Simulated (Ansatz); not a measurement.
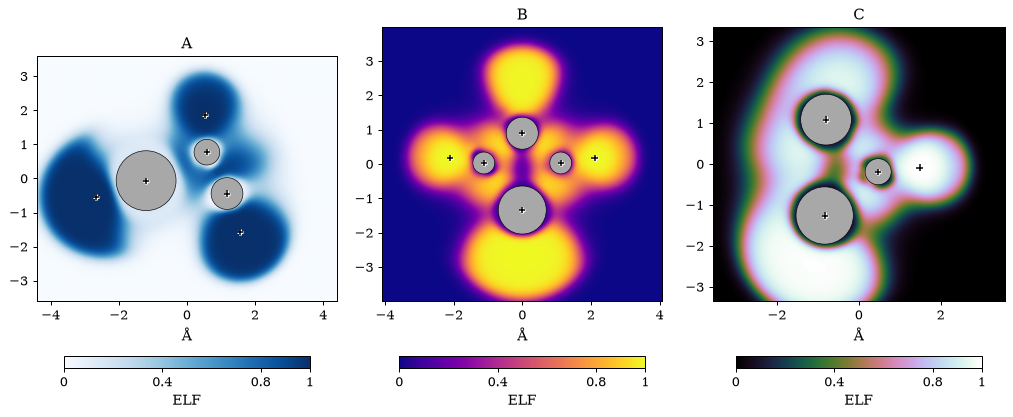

The ELF of 3 systems, each on a plane through atoms (crosses mark nuclei in the plane; grey discs cover the cores).

The calculation used isolated molecule in a Gaussian basis; Kohn-Sham density functional theory, functional PBE0 (Ansatz 0.2.0).

System 1: BH$_{3}$N$_{2}$Si, the plane of atoms N2, Si4 and N3. Geometry: PBE0-D3(BJ)/def2-SVP.

```xyz
7

B    -1.1357   -0.3724    1.5730
N    -2.3868    0.3009    1.3153
N    -1.0166   -1.2270    0.4152
Si   -2.7183   -0.8985    0.0568
H    -2.9348    0.9079    1.9051
H    -0.4276   -0.3146    2.5529
H    -0.3591   -1.9641    0.2131
```

System 2: CH$_{3}$BZn, the molecular plane. Geometry: PBE0-D3(BJ)/def2-SVP.

```xyz
6

C    -0.2190    0.6051    0.2777
B    -1.5374    0.3390    0.4001
Zn   -0.0245   -0.8271   -1.0606
H     0.7230    1.1083    0.4712
H    -2.6764   -0.0034    0.4049
H     0.3045   -1.9029   -2.1159
```

System 3: H$_{2}$NPSi, the plane of atoms N1, Si3 and P2. Geometry: B3LYP-D3(BJ)/def2-SVP.

| atom | x (Å) | y (Å) | z (Å) |
| --- | --- | --- | --- |
| N | 0.1052 | -0.0247 | 0.6436 |
| P | -0.4974 | -0.5942 | -0.9543 |
| Si | 0.8656 | -1.5311 | 0.7049 |
| H | -0.0746 | 0.8527 | 1.1223 |
| H | 0.5642 | -0.0796 | -1.7909 |

Q: Match each panel to its system.

A: Panel A is system 2, CH$_{3}$BZn: the plane holds C, B, Zn and H. C–B (1.35 Å): the ELF peaks at about 0.90 between the atoms; a covalent bond. Panel B is system 1, BH$_{3}$N$_{2}$Si: the plane holds B, N, Si and H. B–N (1.44 Å): the ELF peaks at about 0.90 between the atoms, as expected for a polar covalent bond. Panel C is system 3, H$_{2}$NPSi: the plane holds N, P, Si and H. Si–N (1.69 Å): the ELF peaks at about 0.85 between the atoms, as expected for a polar covalent bond.
